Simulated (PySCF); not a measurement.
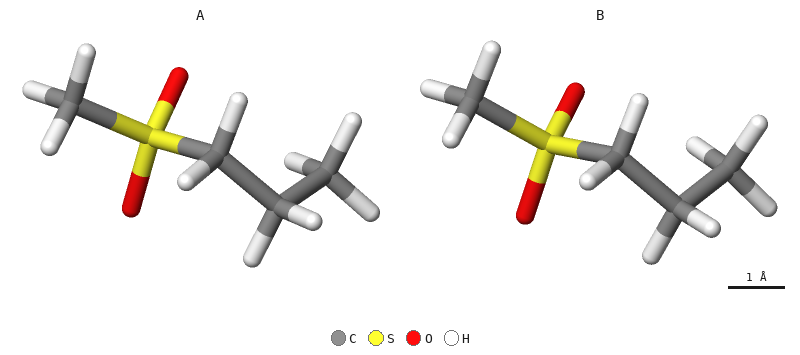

Two geometries of C$_{4}$H$_{10}$O$_{2}$S, drawn at one scale. One is the start of a relaxation, the other its converged end. Style: stick. Shown from a free direction.

All numbers below come from PBE0-D3(BJ)/def2-SVP geometry optimisation, gas phase in PySCF 2.14.0, density-fitted response routines. 

> Which one is relaxed?

Structure A is the relaxed one. The start comes from GFN2-xTB. Over 14 geometry steps the energy falls by 13.5 kJ/mol. Largest force component: 1.7 eV/Å at the start, 0.016 eV/Å at the end. The atom that moves furthest after the best rigid fit is an O atom (0.33 Å). By element the largest moves are O 0.33 Å, H 0.33 Å, S 0.13 Å, C 0.12 Å. Some distances before and after: C–S 1.820 → 1.786 Å, O–S 1.437 → 1.462 Å, C–S 1.825 → 1.803 Å, C–H 1.083 → 1.098 Å. Among the angles between lasting bonds that change: C–C–C 111.5° → 114.6°, S–C–H 107.6° → 104.7°, O–S–O 117.6° → 120.4°.
